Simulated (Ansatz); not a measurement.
```yaml
atoms:
  - { symbol: C, position_ang: [-1.1758, 0.2423, 0.8497] }
  - { symbol: In, position_ang: [-1.0626, 1.5351, -1.0342] }
  - { symbol: N, position_ang: [-0.7965, 1.5140, 1.4961] }
  - { symbol: H, position_ang: [-0.0821, 1.4436, 2.2193] }
  - { symbol: H, position_ang: [-1.5969, 1.9860, 1.9099] }
  - { symbol: H, position_ang: [-0.3141, -0.4442, 0.8605] }
  - { symbol: H, position_ang: [-2.0331, -0.2704, 1.3158] }
```

Geometry: PBE0-D3(BJ)/def2-SVP; core potentials replace the inner electrons of In.

Method: isolated molecule in a Gaussian basis; Kohn-Sham density functional theory, functional PBE0 in Ansatz.

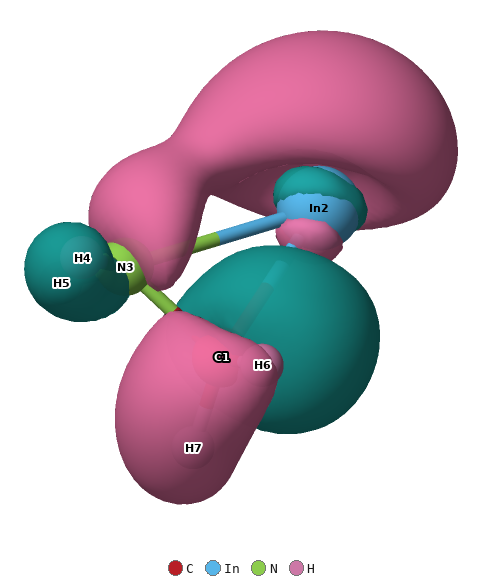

CH₄InN. One frontier orbital at ±0.1 Å⁻³ᐟ² (teal and pink are the two phases), seen at a tilt.

Which orbital is it: HOMO or LUMO?

The HOMO, at −4.96 eV. Its weight (Hirshfeld) is mainly on In2 (about 45 %), C1 (about 35 %) and N3 (about 10 %).
